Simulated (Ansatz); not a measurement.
```yaml
atoms:
  - { symbol: N, position_ang: [-0.0831, 0.3885, -1.6321] }
  - { symbol: C, position_ang: [-0.8391, -0.1517, -0.7431] }
  - { symbol: Si, position_ang: [-0.1978, -0.3940, 1.0460] }
  - { symbol: N, position_ang: [1.4274, 0.1579, 1.3644] }
  - { symbol: H, position_ang: [-0.5546, 0.4572, -2.5505] }
  - { symbol: H, position_ang: [-1.8800, -0.4931, -0.9822] }
  - { symbol: H, position_ang: [-0.2695, -1.8677, 1.3399] }
  - { symbol: H, position_ang: [-1.1404, 0.3476, 1.9541] }
  - { symbol: H, position_ang: [1.6015, 1.1640, 1.3253] }
  - { symbol: H, position_ang: [2.1938, -0.3326, 0.8995] }
```

The calculation used RKS PBE/def2-SVPD (Ansatz 0.2.0).

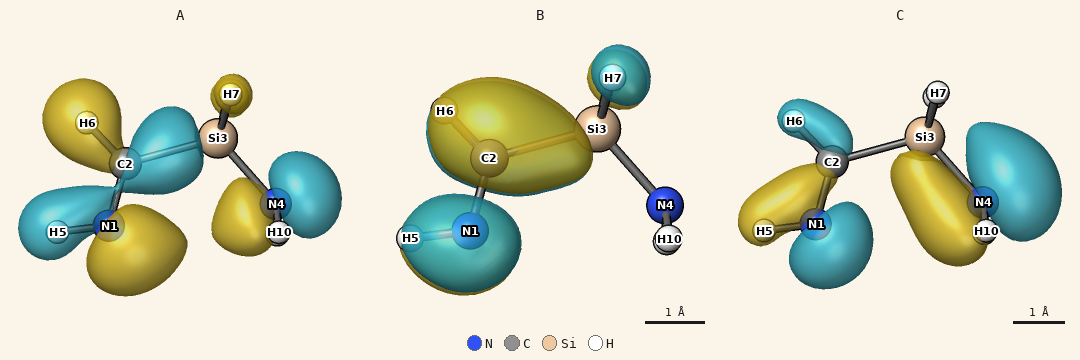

CH6N2Si (SMILES N=C[SiH2]N). Three frontier orbitals at ±0.1 Å⁻³ᐟ² (yellow and cyan are the two phases), in no order.

Question: Which picture is the HOMO−1, the HOMO and the LUMO?

Answer: C is the HOMO−1 (−6.36 eV). Its weight (Hirshfeld) is mainly on N4 (about 50 %), N1 (about 25 %) and Si3 (about 10 %); largely a combination of lone pairs on N4 and N1. A is the HOMO (−5.73 eV). It lies mainly on N1 (about 35 %), N4 (about 20 %), C2 (about 15 %), Si3 (about 10 %) and H6 (about 10 %). B is the LUMO (−2.01 eV). By Hirshfeld shares it lies mainly on C2 (about 40 %) and N1 (about 35 %); π-antibonding (π*) across C2–N1.

Question: What is the HOMO–LUMO gap?

Answer: 3.72 eV between the orbital energies.
